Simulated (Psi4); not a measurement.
# AlH3 (SMILES [AlH3]): a first try and a second

Aim: the energy of AlH3 at CEPA(0)/cc-pwCVTZ (density fitting, cachelevel 0, num frozen uocc 2).

The results are computed with Psi4 1.11.

4 further runs of the same task are left out: 1 that didn't finish, 3 set aside as unsound or not needed.

## (1) The structure to begin with

AlH3: 4 atoms, total charge 0, spin state singlet. As SMILES, `[AlH3]`. The coordinates come from a PBE0-D4/def2-TZVP relaxation.

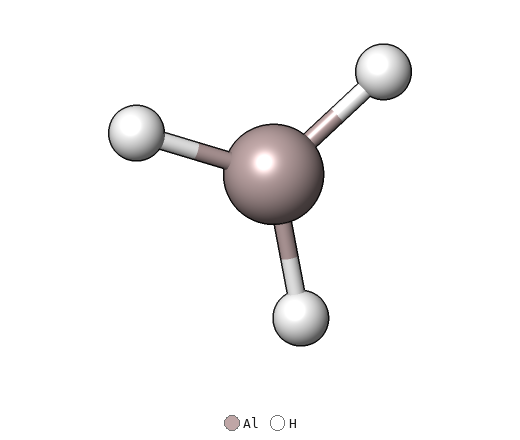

The structure, seen from a chosen angle (aluminium light grey, hydrogen white).

## (2) The input as first written

Input file calc.py:

```python
import psi4

psi4.set_memory(1600000000)
psi4.set_num_threads(1)
psi4.core.set_output_file('psi4.out', False)

geom = psi4.geometry("""
Al     0.013700    -0.014800    -0.005100
H      0.633200     0.670900     1.283600
H     -1.340800    -0.832000     0.105100
H      0.749400     0.115700    -1.403900
units bohr
""")

psi4.set_options(dict(freeze_core=True, maxiter=60))

e_tot, wfn = psi4.energy("cepa(0)/cc-pwCVTZ", molecule=geom, return_wfn=True)
print(f'total energy {e_tot:.8f} hartree = {e_tot * 27.211386:.5f} eV')
```

Run with:

```
$ python calc.py
```

psi4.out:

```text
[...]
  Running in c1 symmetry.
[...]
  Nuclear repulsion =   25.685518085232005
[...]
  Multiplicity = 1
[...]
  Nalpha       = 8
  Nbeta        = 8
[...]
    Number of basis functions: 101
[...]
   @RHF iter   1:  -242.20434515120428    1.13940e+00   2.76311e-03 ADIIS/DIIS
[...]
   @RHF iter   8:  -242.22463231604951   -3.72893e-11   5.59980e-09 DIIS
[...]
    Orbital Energies [Eh]
    ---------------------
    Doubly Occupied:
       1A    -58.382381     2A     -4.930532     3A     -3.258309
       4A     -3.258295     5A     -3.191783     6A     -0.679939
       7A     -0.452286     8A     -0.452282
[...]
  @RHF Final Energy:  -242.22463231604951
   => Energetics <=
    Nuclear Repulsion Energy =             25.6855180852320046
    One-Electron Energy =                -386.6086864361918174
    Two-Electron Energy =                 118.6985360349103331
    Total Energy =                       -242.2246323160495081
[...]
 Multipole Moments:
 ------------------------------------------------------------------------------------
     Multipole            Electronic (a.u.)      Nuclear  (a.u.)        Total (a.u.)
 ------------------------------------------------------------------------------------
 L = 1.  Multiply by 2.5417464519 to convert [e a0] to [Debye]
 Dipole X            :         -0.0007068            0.0003238           -0.0003830
 Dipole Y            :          0.0010797           -0.0004626            0.0006171
 Dipole Z            :         -0.0001558            0.0000463           -0.0001095
 Magnitude           :                                                    0.0007345
[...]
      * SCS-MP2 total energy:                 -242.348241211181
[...]
      * MP2 total energy:                     -242.333486607762
[...]
```

Standard output:

```text
total energy -242.36144451 hartree = -6594.99082 eV
```

It took 13 s on 1 thread of INTEL XEON PLATINUM 8581C at 2.10GHz (Emerald Rapids), shared host; peak memory 0.93 GiB.

## (3) Reading the log

The run finished; that doesn't make the result usable.

What is wrong: the coordinates are read in the wrong unit, so the molecule is scaled by the ratio of bohr to ångström. As the program read them, the closest atoms are 0.84 Å apart, against 1.59 Å in the sound input.

## (4) Second attempt

Input file alh3.py:

```python
import psi4

psi4.set_memory(1600000000)
psi4.set_num_threads(1)
psi4.core.set_output_file('psi4.out', False)

m = psi4.geometry("""
0 1
Al     0.02588925    -0.02796795    -0.00963760
H      1.19657458     1.26781726     2.42565245
H     -2.53374479    -1.57225214     0.19861022
H      1.41616076     0.21864131    -2.65298651
units au
""")

psi4.set_options(dict(freeze_core=True, num_frozen_uocc=2, print=2, cachelevel=0))

energy_value = psi4.energy("cepa(0)/cc-pwCVTZ", molecule=m)
print(f'total energy {energy_value:.8f} hartree = {energy_value * 27.211386:.5f} eV')
```

Run with:

```
$ python alh3.py
```

psi4.out:

```text
[...]
  Running in c1 symmetry.
[...]
  Nuclear repulsion =   13.592190812029287
[...]
  Multiplicity = 1
[...]
  Nalpha       = 8
  Nbeta        = 8
[...]
      Number of basis functions:       101
[...]
   @RHF iter   1:  -243.63940521493686   -6.23420e-01   1.32992e-03 DIIS/ADIIS
[...]
   @RHF iter   8:  -243.64649876825513   -5.94014e-12   1.28145e-09 DIIS
[...]
    Orbital Energies [Eh]
    ---------------------
    Doubly Occupied:
       1A    -58.476674     2A     -4.890548     3A     -3.205674
       4A     -3.203111     5A     -3.203111     6A     -0.568983
       7A     -0.431861     8A     -0.431847
[...]
  @RHF Final Energy:  -243.64649876825513
   => Energetics <=
    Nuclear Repulsion Energy =             13.5921908120292869
    One-Electron Energy =                -365.6537599571281589
    Two-Electron Energy =                 108.4150703768437580
    Total Energy =                       -243.6464987682551282
[...]
 Multipole Moments:
 ------------------------------------------------------------------------------------
     Multipole            Electronic (a.u.)      Nuclear  (a.u.)        Total (a.u.)
 ------------------------------------------------------------------------------------
 L = 1.  Multiply by 2.5417464519 to convert [e a0] to [Debye]
 Dipole X            :         -0.0011042            0.0006119           -0.0004923
 Dipole Y            :          0.0015619           -0.0008742            0.0006877
 Dipole Z            :         -0.0001419            0.0000874           -0.0000545
 Magnitude           :                                                    0.0008475
[...]
      * SCS-MP2 total energy:                 -243.755641537837
[...]
      * MP2 total energy:                     -243.740828546560
[...]
```

On the terminal:

```text
total energy -243.76815826 hartree = -6633.26945 eV
```

Run time: 16 s. Hardware: 1 thread of INTEL XEON PLATINUM 8581C at 2.10GHz (Emerald Rapids), shared host; peak memory 0.92 GiB.

## (5) What came out

Level: CEPA(0)/cc-pwCVTZ (density fitting, cachelevel 0, num frozen uocc 2).

| quantity | value |
| --- | --- |
| total energy | -243.76816 Eh |
| HOMO energy (Hartree–Fock orbitals) | -11.75 eV |
| LUMO energy (Hartree–Fock orbitals) | 0.86 eV |
| HOMO–LUMO gap (Hartree–Fock orbitals) | 12.62 eV |
| correlation energy (5 core orbitals frozen) | -121.7 mEh |

What this shows: The first attempt's energy was +38.279 eV off this one.
